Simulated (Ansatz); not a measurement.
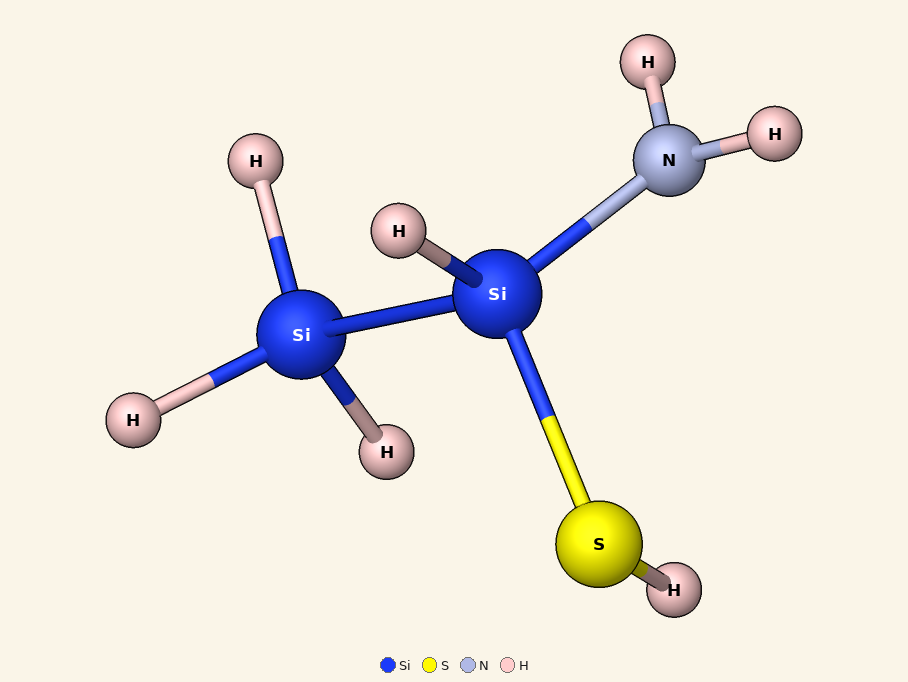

Sticks follow a distance rule. Harmonic vibrations computed with RKS PBE0-D4/def2-TZVP (Ansatz 0.2.0) at a stationary point of the same level.

Is this a minimum or a saddle point?

A minimum: no imaginary frequency, and the lowest mode lies at 96 cm⁻¹.

List the wavenumbers.

27 modes: 96, 104, 147, 176, 234, 286, 352, 402, 497, 502, 522, 670, 755, 837, 839, 882, 902, 935, 939, 1573, 2178, 2202, 2218, 2232, 2706, 3599, 3699 cm⁻¹.
